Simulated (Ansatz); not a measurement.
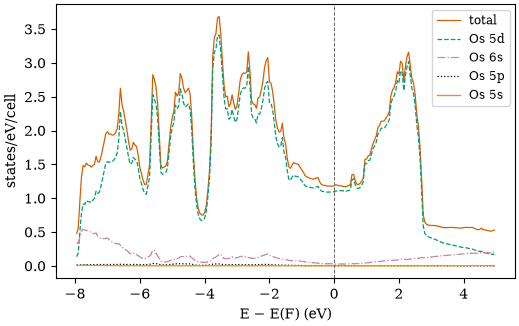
Total and projected density of states of Os (hcp (Mg type), space group No. 194), PBEsol in the plane-wave PAW code Ansatz

Task: Which orbitals carry the states next to the Fermi level?

Result: Within 0.5 eV of the Fermi level: Os 5d 93 %. Projections are on Löwdin-orthogonalised atomic valence shells; empty p or d shells of many metals are not among them.

Task: Where is the tallest occupied peak in this window, and what makes it?

Result: Near -3.5 eV, about 3.7 states/eV per cell; the largest projected share is Os 5d.

Space group P6_3/mmc (hcp (Mg type)). The PBEsol relaxation kept the symmetry of its start. The run is not spin-polarised. Spin–orbit coupling is left out wherever it is not named.

Potentials: the earlier of the program's two PAW sets. The files were generated under PBE; for other functionals the program regenerates the frozen cores, and for LDA and PBEsol the local potential too.
